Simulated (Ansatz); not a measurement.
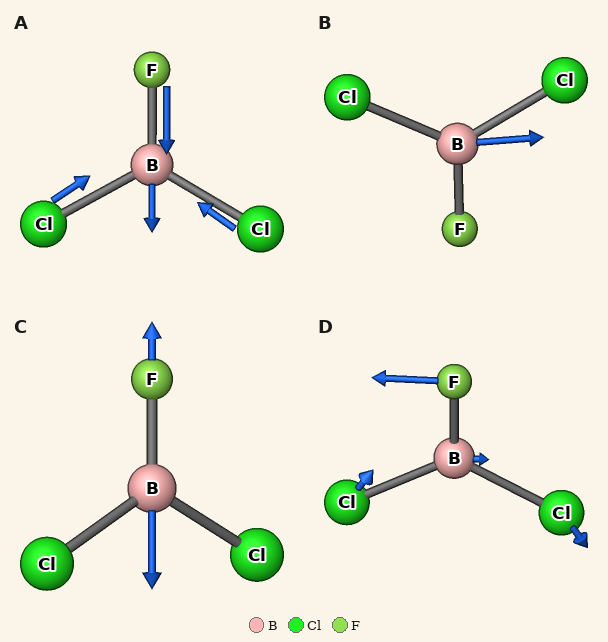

4 normal modes of one molecule or complex, as arrows. Harmonic vibrations computed with RKS PBE0-D4/def2-TZVP (Ansatz 0.2.0) at a stationary point of the same level.

**Match the panels to the wavenumbers 365 cm⁻¹, 565 cm⁻¹, 1009 cm⁻¹, 1347 cm⁻¹.**

A: 565 cm⁻¹, in-phase stretching of 2 B–Cl bonds
B: 1009 cm⁻¹
C: 1347 cm⁻¹, B–F stretching
D: 365 cm⁻¹, Cl–B–F bending
